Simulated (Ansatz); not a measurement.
C2H9NOSi: geometry relaxation (part 2 of 2)

C2H9NOSi, SMILES CC(O)N[SiH3]; RKS PBE0-D4/def2-TZVP (Ansatz 0.2.0). The geometry: PBE-D4/def2-SVP start.

Geometry of the input (Å):
```
C  -1.8979  0.4800  0.4333
C  -0.3830  0.5652  0.2952
O  0.1022  1.0228  1.5548
N  0.1823  -0.7027  -0.1239
Si 1.6619  -0.8740  -1.0395
H  -2.3588  0.1712  -0.5236
H  -2.1588  -0.2640  1.2146
H  -2.3146  1.4572  0.7445
H  -0.1280  1.3019  -0.5091
H  1.0729  1.0858  1.4815
H  -0.0890  -1.4762  0.4927
H  1.5576  -0.0290  -2.2805
H  2.9279  -0.4388  -0.3263
H  1.8119  -2.3285  -1.3851
```

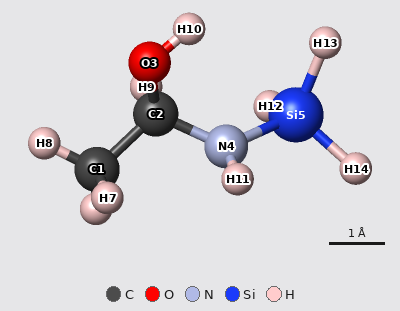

**Figure 1.** The geometry at step 9 of the log (ball-and-stick view, seen at a tilt; atoms are numbered from 1 in the order of the input).

Trajectory as extended XYZ, continued:
```
14
Properties=species:S:1:pos:R:3:forces:R:3 step=4 energy=-13628.71328
C    -1.8775    0.4731    0.4237    0.0049   0.0030   0.0067
C    -0.3758    0.5586    0.2885    0.0286  -0.0567   0.0322
O     0.1092    1.0270    1.5357   -0.0332   0.0398   0.0220
N     0.1991   -0.6993   -0.0994    0.0497   0.0859  -0.1309
Si    1.6363   -0.8635   -1.0306   -0.0287  -0.0143   0.0482
H    -2.3229    0.1690   -0.5232   -0.0130   0.0000  -0.0092
H    -2.1366   -0.2617    1.1903   -0.0021  -0.0073   0.0063
H    -2.2876    1.4372    0.7251   -0.0068   0.0080   0.0004
H    -0.1194    1.2827   -0.4985    0.0072   0.0031  -0.0208
H     1.0681    1.0663    1.4863    0.0150  -0.0103   0.0068
H    -0.0926   -1.4666    0.4851   -0.0324  -0.0546   0.0580
H     1.5187   -0.0294   -2.2550   -0.0150   0.0001  -0.0095
H     2.8803   -0.4225   -0.3289    0.0228   0.0082  -0.0003
H     1.7877   -2.3000   -1.3705    0.0028  -0.0048  -0.0099
14
Properties=species:S:1:pos:R:3:forces:R:3 step=5 energy=-13628.71384
C    -1.8766    0.4737    0.4226   -0.0017  -0.0010  -0.0027
C    -0.3744    0.5587    0.2889    0.0054  -0.0172   0.0096
O     0.1064    1.0295    1.5373   -0.0046   0.0128   0.0088
N     0.2006   -0.6984   -0.1002   -0.0046   0.0118  -0.0050
Si    1.6373   -0.8636   -1.0289    0.0013  -0.0050  -0.0183
H    -2.3225    0.1706   -0.5247   -0.0045   0.0008  -0.0029
H    -2.1370   -0.2614    1.1888    0.0022  -0.0009   0.0002
H    -2.2868    1.4379    0.7241   -0.0014   0.0024   0.0006
H    -0.1164    1.2823   -0.4987    0.0004   0.0022  -0.0047
H     1.0662    1.0605    1.4950    0.0007  -0.0079   0.0021
H    -0.0931   -1.4665    0.4856   -0.0049   0.0005   0.0097
H     1.5099   -0.0363   -2.2575    0.0040   0.0053  -0.0006
H     2.8837   -0.4163   -0.3332    0.0026  -0.0005  -0.0046
H     1.7897   -2.2999   -1.3705    0.0054  -0.0031   0.0079
14
Properties=species:S:1:pos:R:3:forces:R:3 step=6 energy=-13628.71400
C    -1.8762    0.4744    0.4206   -0.0036  -0.0009  -0.0024
C    -0.3734    0.5593    0.2908   -0.0063   0.0073  -0.0093
O     0.1031    1.0315    1.5406    0.0086  -0.0049  -0.0020
N     0.2026   -0.6972   -0.0977   -0.0084  -0.0124   0.0279
Si    1.6357   -0.8640   -1.0320    0.0207   0.0043  -0.0057
H    -2.3210    0.1725   -0.5279    0.0029   0.0015   0.0022
H    -2.1381   -0.2616    1.1858    0.0014   0.0018  -0.0027
H    -2.2870    1.4385    0.7224    0.0012  -0.0016   0.0004
H    -0.1136    1.2828   -0.4970   -0.0018   0.0009   0.0058
H     1.0637    1.0532    1.5049   -0.0085  -0.0059  -0.0018
H    -0.0916   -1.4651    0.4890    0.0081   0.0141  -0.0105
H     1.5045   -0.0391   -2.2623   -0.0024  -0.0086  -0.0002
H     2.8854   -0.4121   -0.3445   -0.0051   0.0015   0.0000
H     1.7928   -2.3022   -1.3642   -0.0069   0.0030  -0.0017
14
Properties=species:S:1:pos:R:3:forces:R:3 step=7 energy=-13628.71407
C    -1.8763    0.4755    0.4200   -0.0056   0.0090  -0.0053
C    -0.3737    0.5618    0.2890   -0.0011  -0.0278   0.0483
O     0.1030    1.0304    1.5414   -0.0073  -0.0056  -0.0318
N     0.2022   -0.6954   -0.0987    0.0008   0.0088   0.0091
Si    1.6358   -0.8629   -1.0325    0.0119   0.0025  -0.0076
H    -2.3220    0.1743   -0.5282    0.0014   0.0030  -0.0027
H    -2.1368   -0.2618    1.1844    0.0051   0.0028  -0.0034
H    -2.2875    1.4387    0.7238   -0.0008  -0.0007  -0.0008
H    -0.1128    1.2867   -0.4965   -0.0019   0.0001  -0.0013
H     1.0637    1.0384    1.5087    0.0039   0.0008   0.0017
H    -0.0906   -1.4621    0.4899    0.0025   0.0102  -0.0075
H     1.5028   -0.0475   -2.2689   -0.0021  -0.0038   0.0010
H     2.8834   -0.4028   -0.3468   -0.0034   0.0005  -0.0010
H     1.7958   -2.3025   -1.3569   -0.0034   0.0001   0.0014
14
Properties=species:S:1:pos:R:3:forces:R:3 step=8 energy=-13628.71426
C    -1.8751    0.4763    0.4162   -0.0021   0.0000   0.0002
C    -0.3717    0.5617    0.2937    0.0065   0.0029   0.0171
O     0.0991    1.0323    1.5471    0.0060  -0.0110  -0.0150
N     0.2080   -0.6942   -0.0910   -0.0046   0.0087   0.0091
Si    1.6347   -0.8621   -1.0352    0.0029  -0.0025  -0.0043
H    -2.3161    0.1782   -0.5352    0.0044   0.0016   0.0011
H    -2.1397   -0.2626    1.1775   -0.0013   0.0011  -0.0026
H    -2.2873    1.4391    0.7204    0.0020  -0.0014  -0.0009
H    -0.1076    1.2865   -0.4911   -0.0008   0.0008  -0.0010
H     1.0604    1.0313    1.5221   -0.0136   0.0010  -0.0020
H    -0.0886   -1.4623    0.4935    0.0075   0.0001  -0.0048
H     1.4897   -0.0566   -2.2768    0.0004  -0.0038   0.0041
H     2.8856   -0.3931   -0.3616   -0.0065  -0.0003  -0.0031
H     1.7956   -2.3037   -1.3509   -0.0006   0.0027   0.0019
14
Properties=species:S:1:pos:R:3:forces:R:3 step=9 energy=-13628.71440
C    -1.8732    0.4776    0.4114   -0.0007  -0.0020  -0.0005
C    -0.3688    0.5620    0.2998    0.0012   0.0162  -0.0043
O     0.0941    1.0314    1.5557    0.0175  -0.0094   0.0026
N     0.2141   -0.6926   -0.0823   -0.0004   0.0017   0.0019
Si    1.6321   -0.8618   -1.0393   -0.0028   0.0012   0.0028
H    -2.3073    0.1850   -0.5449    0.0027  -0.0003   0.0037
H    -2.1443   -0.2647    1.1671   -0.0019   0.0006  -0.0026
H    -2.2863    1.4395    0.7170    0.0008  -0.0003  -0.0002
H    -0.1002    1.2878   -0.4829    0.0003  -0.0009   0.0001
H     1.0556    1.0228    1.5386   -0.0196   0.0023  -0.0017
H    -0.0843   -1.4620    0.4990    0.0069  -0.0053  -0.0020
H     1.4726   -0.0702   -2.2881    0.0010  -0.0056   0.0030
H     2.8857   -0.3782   -0.3815   -0.0053  -0.0023  -0.0032
H     1.7970   -2.3060   -1.3408    0.0003   0.0041   0.0006
14
Properties=species:S:1:pos:R:3:forces:R:3 step=10 energy=-13628.71450
C    -1.8714    0.4796    0.4064    0.0021  -0.0019   0.0010
C    -0.3660    0.5628    0.3064   -0.0028   0.0142  -0.0108
O     0.0889    1.0275    1.5665    0.0116  -0.0060   0.0054
N     0.2195   -0.6906   -0.0748    0.0066   0.0010  -0.0060
Si    1.6290   -0.8608   -1.0439   -0.0032  -0.0062   0.0031
H    -2.2982    0.1931   -0.5551    0.0017  -0.0007   0.0044
H    -2.1496   -0.2668    1.1554   -0.0007   0.0009  -0.0017
H    -2.2855    1.4403    0.7141   -0.0003   0.0002  -0.0001
H    -0.0918    1.2907   -0.4725    0.0015  -0.0010   0.0019
H     1.0504    1.0147    1.5560   -0.0135   0.0027  -0.0001
H    -0.0786   -1.4618    0.5041    0.0033  -0.0055  -0.0002
H     1.4546   -0.0885   -2.3030    0.0019  -0.0030   0.0070
H     2.8851   -0.3616   -0.4030   -0.0070   0.0023  -0.0038
H     1.8005   -2.3078   -1.3280   -0.0013   0.0030   0.0000
14
Properties=species:S:1:pos:R:3:forces:R:3 step=11 energy=-13628.71453
C    -1.8694    0.4819    0.4019    0.0034  -0.0032  -0.0009
C    -0.3631    0.5631    0.3122   -0.0053   0.0039  -0.0056
O     0.0844    1.0213    1.5772    0.0047  -0.0020   0.0008
N     0.2235   -0.6897   -0.0696    0.0099  -0.0043  -0.0073
Si    1.6262   -0.8618   -1.0479   -0.0063   0.0170  -0.0023
H    -2.2900    0.2003   -0.5638    0.0006   0.0003   0.0041
H    -2.1541   -0.2677    1.1453    0.0015   0.0023  -0.0014
H    -2.2843    1.4419    0.7111   -0.0001   0.0000  -0.0004
H    -0.0829    1.2937   -0.4622    0.0012  -0.0020   0.0032
H     1.0457    1.0083    1.5715   -0.0042   0.0022   0.0016
H    -0.0742   -1.4625    0.5073   -0.0028  -0.0013   0.0012
H     1.4394   -0.1060   -2.3155   -0.0006  -0.0088   0.0044
H     2.8817   -0.3407   -0.4233   -0.0060  -0.0114  -0.0008
H     1.8039   -2.3112   -1.3157    0.0039   0.0074   0.0034
14
Properties=species:S:1:pos:R:3:forces:R:3 step=12 energy=-13628.71457
C    -1.8693    0.4824    0.4020    0.0019  -0.0013  -0.0027
C    -0.3630    0.5633    0.3126   -0.0051  -0.0031   0.0014
O     0.0839    1.0189    1.5787    0.0035  -0.0003  -0.0018
N     0.2232   -0.6894   -0.0709    0.0069  -0.0010  -0.0057
Si    1.6258   -0.8609   -1.0491   -0.0017   0.0030   0.0043
H    -2.2897    0.2007   -0.5637    0.0001   0.0006   0.0025
H    -2.1541   -0.2672    1.1453    0.0020   0.0021  -0.0011
H    -2.2841    1.4424    0.7111   -0.0003  -0.0002  -0.0002
H    -0.0818    1.2950   -0.4603   -0.0003  -0.0009   0.0017
H     1.0452    1.0086    1.5728   -0.0011   0.0011   0.0018
H    -0.0745   -1.4628    0.5053   -0.0025   0.0012   0.0001
H     1.4379   -0.1097   -2.3192    0.0029  -0.0042   0.0057
H     2.8808   -0.3397   -0.4237   -0.0059  -0.0010  -0.0051
H     1.8066   -2.3107   -1.3124   -0.0004   0.0039  -0.0006
14
Properties=species:S:1:pos:R:3:forces:R:3 step=13 energy=-13628.71457
C    -1.8692    0.4829    0.4028    0.0028   0.0001   0.0013
C    -0.3629    0.5624    0.3131    0.0058   0.0020  -0.0047
O     0.0853    1.0153    1.5797   -0.0166   0.0028   0.0047
N     0.2217   -0.6899   -0.0734    0.0044   0.0043  -0.0114
Si    1.6259   -0.8605   -1.0492   -0.0052   0.0018   0.0058
H    -2.2905    0.2003   -0.5621    0.0016   0.0015   0.0000
H    -2.1539   -0.2656    1.1471   -0.0009  -0.0004   0.0020
H    -2.2832    1.4436    0.7112   -0.0004  -0.0009   0.0004
H    -0.0811    1.2956   -0.4582   -0.0020  -0.0019  -0.0001
H     1.0464    1.0102    1.5720    0.0108  -0.0026  -0.0017
H    -0.0792   -1.4650    0.4985   -0.0032  -0.0050   0.0064
H     1.4400   -0.1140   -2.3220    0.0006  -0.0011   0.0007
H     2.8777   -0.3341   -0.4230    0.0005  -0.0001  -0.0017
H     1.8097   -2.3105   -1.3079    0.0018  -0.0006  -0.0016
14
Properties=species:S:1:pos:R:3:forces:R:3 step=14 energy=-13628.71458
C    -1.8693    0.4829    0.4028    0.0004  -0.0006  -0.0010
C    -0.3631    0.5627    0.3127   -0.0011   0.0014  -0.0006
O     0.0847    1.0163    1.5793   -0.0006   0.0005   0.0011
N     0.2217   -0.6898   -0.0731    0.0041  -0.0011  -0.0029
Si    1.6259   -0.8606   -1.0488   -0.0003  -0.0001  -0.0015
H    -2.2905    0.2008   -0.5623   -0.0001   0.0004   0.0005
H    -2.1538   -0.2659    1.1469    0.0001   0.0002   0.0000
H    -2.2834    1.4434    0.7116   -0.0001   0.0000   0.0002
H    -0.0816    1.2955   -0.4591   -0.0003  -0.0005   0.0003
H     1.0460    1.0087    1.5724    0.0011  -0.0007  -0.0003
H    -0.0783   -1.4642    0.5004   -0.0009  -0.0002   0.0013
H     1.4399   -0.1137   -2.3214   -0.0005   0.0003   0.0010
H     2.8786   -0.3351   -0.4236   -0.0013   0.0005   0.0009
H     1.8099   -2.3103   -1.3091   -0.0006  -0.0001   0.0010
```

Summary:

```csv
quantity,value
outcome,converged
total energy,−13628.7146 eV
mean-field energy,−13628.4836 eV
dispersion energy,−0.2310 eV
SCF solution under orbital rotations,stable
largest force (length of the vector) at the end,0.005 eV/Å
dipole moment,0.70 D
hardware,"4 threads of Arm Neoverse V1, 23 GiB of memory available, shared host"
wall time,52 s (CPU time 3.3 min)
peak memory,0.59 GiB
```
